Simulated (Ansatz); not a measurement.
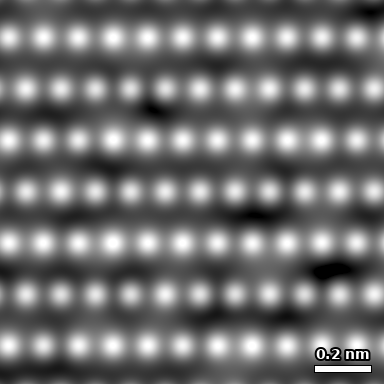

iDPC-like image of CuGe (P4/mmm, No. 123). Simulated as the projected potential of neutral atoms (B = 0.8 Å²) blurred by a 0.50 Å probe, the thin-sample limit of integrated differential phase contrast. The display is stretched by a gamma of 0.65; percentages refer to the linear signal. The speckle of an amorphous layer was added. Model: coordinates from a relaxation with DFT PBE, scalar-relativistic, plane waves, PAW (Ansatz); the starting structure was generated, so it need not be a known form of this composition.

```yaml
crystal:
  lattice:
    - [2.83660, 0.00000, 0.00000]
    - [0.00000, 2.83660, 0.00000]
    - [0.00000, 0.00000, 3.74575]
  atoms:
    - { symbol: Cu, position: [0.50000, 0.50000, 0.50000] }
    - { symbol: Ge, position: [0.00000, 0.00000, 0.00000] }
```

### Along which zone axis is the crystal seen: [210], [201], [110] or [100]? (Directions equivalent by symmetry count as one.)

[210]. The projected cells are 1.27 × 3.75 Å, 90° for [210]; 1.56 × 2.84 Å, 90° for [201]; 2.01 × 3.75 Å, 90° for [110]; 2.84 × 3.75 Å, 90° for [100], and the image repeats as the [210] one does.
